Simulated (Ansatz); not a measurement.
# C₃H₄AlClO₃ (SMILES [OH][Al-]1([Cl])[O]C=CC=[O+]1): what the fields show

Input

```
crystal:
  periodic: [false, false, false]
  atoms:
    - {symbol: O, position_ang: [-1.799225, -0.381274, 1.943003]}
    - {symbol: Al, position_ang: [-0.316466, 0.210806, 1.383972]}
    - {symbol: Cl, position_ang: [0.978860, 1.222966, 2.704674]}
    - {symbol: O, position_ang: [-0.574971, 1.229469, -0.099752]}
    - {symbol: C, position_ang: [-0.152861, 0.963342, -1.264923]}
    - {symbol: C, position_ang: [0.575479, -0.163276, -1.623138]}
    - {symbol: C, position_ang: [0.903351, -1.138086, -0.690228]}
    - {symbol: O, position_ang: [0.601937, -1.112585, 0.540675]}
    - {symbol: H, position_ang: [-2.091090, -0.281097, 2.845909]}
    - {symbol: H, position_ang: [-0.399830, 1.698957, -2.035770]}
    - {symbol: H, position_ang: [0.884652, -0.288897, -2.650697]}
    - {symbol: H, position_ang: [1.467163, -2.015425, -1.019926]}
basis:
  gaussian: {orbitals: def2-TZVPP}
hamiltonian: {xc: pbe0, dispersion: d4}
output: {orbitals: {seedname: orbitals}}
```

Run with:

```sh
ansatz run in.yaml --threads 8 --pin off --events-out ev --progress --plain --max-ram 20889MiB
```

Geometry: PBE0-D4/def2-TZVP.

These are results of Ansatz, RKS PBE0-D4/def2-TZVPP, not measurements.

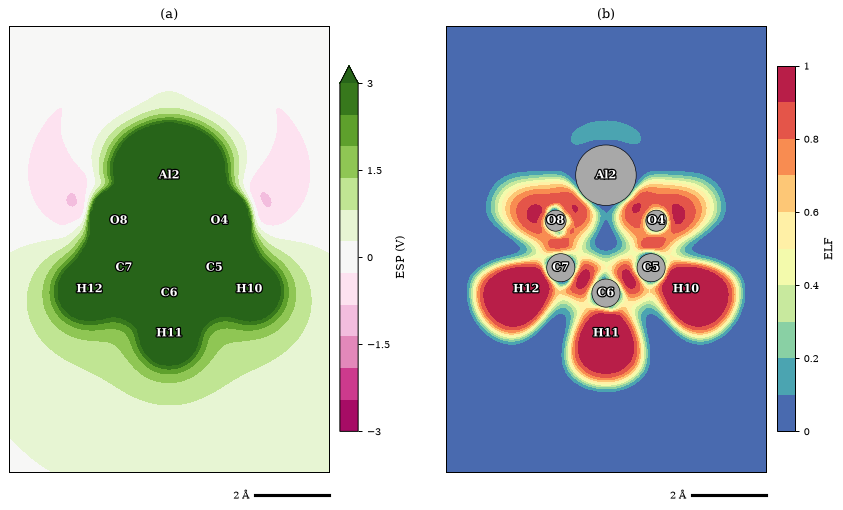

Figure 1. (a) molecular electrostatic potential; (b) ELF on the plane of atoms C5, C6 and C7. Grey discs cover the atomic cores in the ELF map.

Q: Describe what can be read from this map.

A: The section cuts through Al, O, C and H sites. C–O (1.27 Å): the ELF peaks at about 0.90 between the atoms: a short, strongly polar bond. C–C (1.39 Å): the ELF peaks at about 0.95 between the atoms, as expected for a covalent bond. Al–O (1.82 Å): the ELF peaks at about 0.90 in the valence shell of O, 0.6 Å from its nucleus, and is about 0.50 at the midpoint. C–H (1.08 Å): the ELF climbs to about 1 towards the hydrogen, as it does in any bond to H: a covalent bond by its length. The ELF also peaks beside O8 and O4, away from the bonds: lone-pair regions. Outside the dense part of the molecule the potential is most negative (−0.9 V) near O4 and O8.

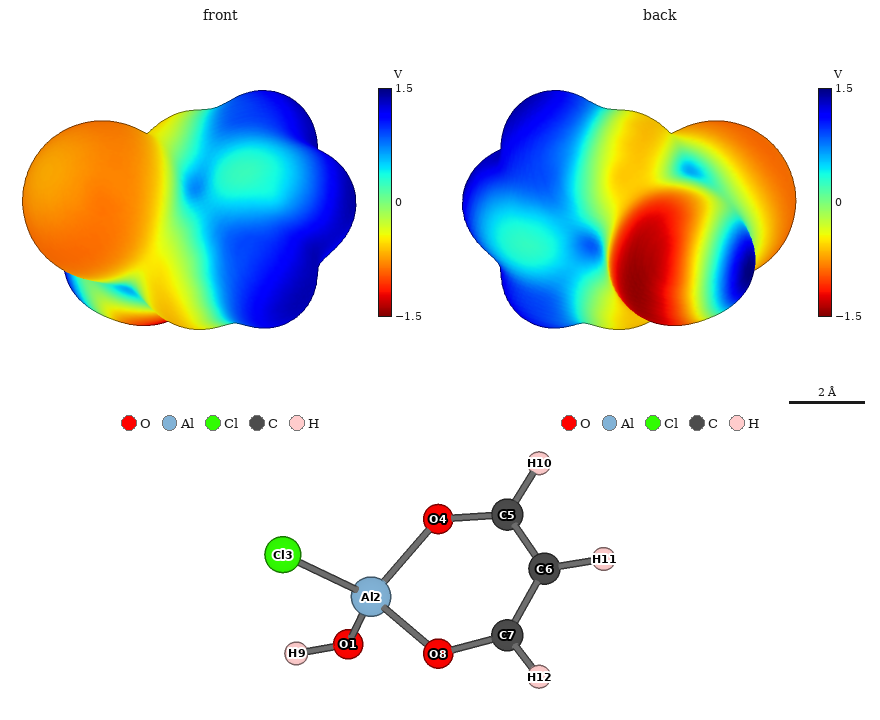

Figure 2. The molecular electrostatic potential painted on the density surface at 0.001 e/bohr³, seen from the front and from behind; red is negative and blue positive. The bare structure is drawn below in the same view.

Q: Where is the surface potential most negative and most positive?

A: The most negative region (about −1.4 V) lies over O1, the most positive (about +1.4 V) over H9 and H11. O1 is the likeliest acceptor of a hydrogen bond.

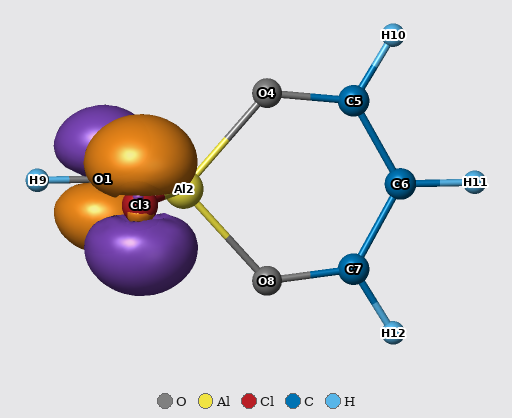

Figure 3. The HOMO−1 at ±0.2 Å⁻³ᐟ² (orange and purple are the two phases), seen across its widest extent.

Q: What is the character of this orbital?

A: It lies mainly on Cl3 (about 50 %) and O1 (about 35 %); largely a combination of lone pairs on Cl3 and O1. Its energy is −8.54 eV.
